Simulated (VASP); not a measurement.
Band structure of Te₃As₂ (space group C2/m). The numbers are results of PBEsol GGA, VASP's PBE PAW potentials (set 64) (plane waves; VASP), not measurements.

Without a dispersion term in the relaxation, distances and binding between the weakly bound layers, chains or molecules are unreliable, and so is what depends on them. Unless said otherwise, spin-orbit coupling is left out, though it shifts the bands of the heavy elements here.

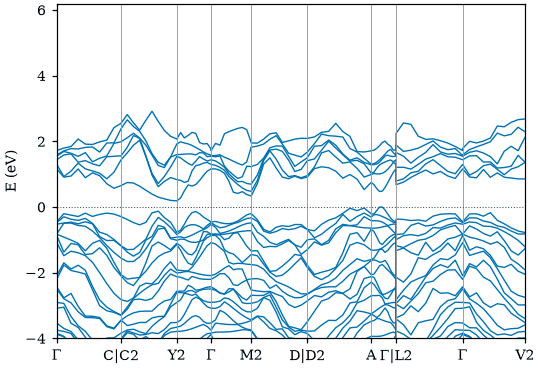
Fig. 1. Bands along high-symmetry lines, zero at the valence-band maximum or, without a gap, the Fermi level

### Question
Read the plot: is there a gap, and where are the band edges?

### Answer
The gap is indirect, 0.19 eV, from the valence maximum at A-Γ at 0.44 to the conduction minimum at Y2. (Edges off the drawn lines would not show.)

The structure comes from a computed database's Te3As2 entry (C2/m); how it stands against other phases isn't given here. It was relaxed first, which changed the volume by -10 %.
